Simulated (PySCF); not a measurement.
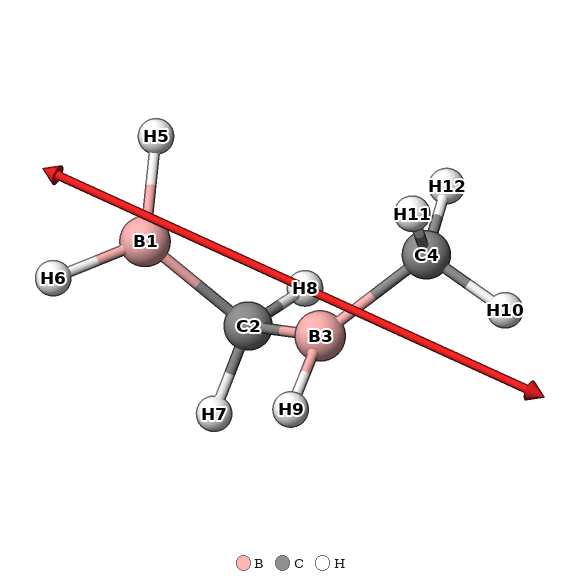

The double arrow shows the direction of the transition dipole to excited singlet state 2 (its length means nothing). The geometry was computed by an optimisation with PBE0-D3(BJ)/def2-SVP. No frequency run is at hand to confirm it as a minimum. Level of theory: TDDFT CAM-B3LYP/def2-SVPD, vertical, gas phase, core orbitals frozen in the response (PySCF 2.14.0).

Where does the transition lie, and how strong is it?

5.54 eV (224 nm), oscillator strength 0.016, mainly HOMO−1 → LUMO (weight 0.83); transition dipole 0.87 D.
